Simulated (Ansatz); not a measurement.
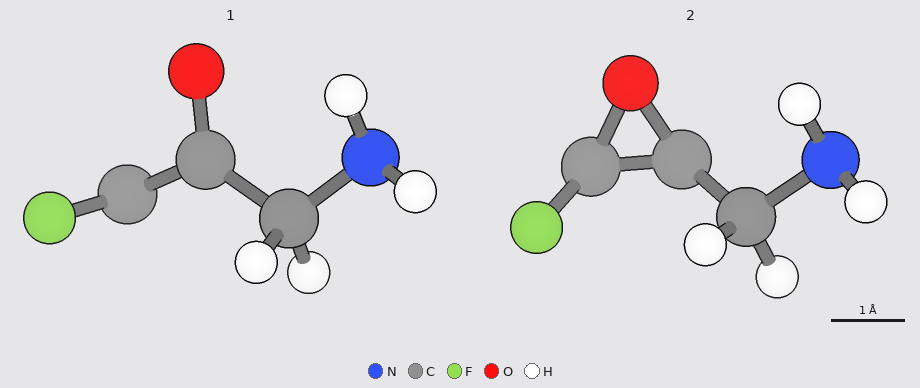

Two geometries of C3H4FNO, drawn at one scale. One is the start of a relaxation, the other its converged end. The picture is a ball-and-stick view, seen at a tilt.

Method: RKS BLYP-D4/def2-SVP in Ansatz 0.2.0. (no spin polarisation; force threshold 0.02 eV/Å; at most 50 steps)

Which geometry has the lower energy?

Structure 1 is the relaxed one. The run prepares an end point of a later path (hydrogen shift) calculation, from a guessed geometry. The largest move after the best rigid fit is that of the F atom, 0.53 Å. By element the largest moves are F 0.53 Å, C 0.53 Å, O 0.43 Å, H 0.32 Å, N 0.07 Å. Some distances before and after: C–O 1.402 → 2.211 Å, C–C 1.272 → 1.487 Å, C–O 1.344 → 1.240 Å, C–H 1.052 → 1.128 Å. Bonds break, among them: C–O (1.40 → 2.21 Å). Among the angles between lasting bonds that change: C–C–O 64.7° → 108.0°, C–C–F 121.8° → 110.6°, N–C–H 110.4° → 116.5°. Over 17 accepted moves (18 points after the start) the energy falls by 47.1 kcal/mol. Largest force component: 5.1 eV/Å at the start, 0.0043 eV/Å at the end. The line search rejected the trial step at point 9 of the run. The run took 28 s on 2 threads of Intel(R) Xeon(R) Platinum 8488C (Sapphire Rapids), on a shared host, peak memory 0.22 GiB.
